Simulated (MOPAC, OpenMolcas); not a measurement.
# How methods differ on CH3FGeO (SMILES C[O][Ge][F])

CH3FGeO: 7 atoms, total charge 0, spin state singlet. SMILES: `C[O][Ge][F]`. The coordinates come from a PBE0-D4/def2-TZVP relaxation. This is one conformer, not always the lowest.

Each level gives the HOMO–LUMO gap (eV). The values are calculated.

```csv
level,kind,program,value (eV),CPU time
MNDO,semi-empirical,MOPAC,9.01,under 2 s
HF/6-31G* (spherical functions),Hartree–Fock,OpenMolcas,11.93,6.7 s
SVWN5/6-31G* (spherical functions),LDA,OpenMolcas,4.19,14 s
BLYP/6-31G* (spherical functions),GGA,OpenMolcas,4.20,19 s
M06-L/6-31G* (spherical functions),meta-GGA,OpenMolcas,4.63,22 s
BHLYP/6-31G* (spherical functions),global hybrid,OpenMolcas,8.21,17 s
M06-2X/6-31G* (spherical functions),hybrid meta-GGA,OpenMolcas,8.26,25 s
PBE0/6-31G* (spherical functions),global hybrid,OpenMolcas,6.27,18 s
B2PLYP/6-31G* (spherical functions),double hybrid,OpenMolcas,8.42,13 s
```

All-electron rows without a relativistic Hamiltonian named are non-relativistic. The values span 4.19 to 11.93 eV. Orbital gaps aren't excitation energies, and those of double hybrids come from the SCF part alone; they tend to grow with the share of exact exchange. Times are those of the runs behind each value, whatever else they computed, on shared processors of several kinds: orders of magnitude only.

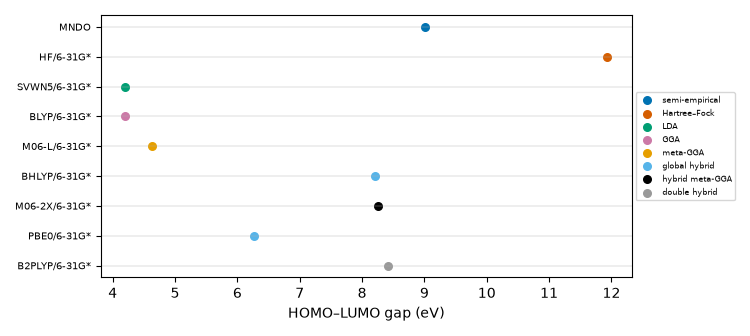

The values of the table, level by level.
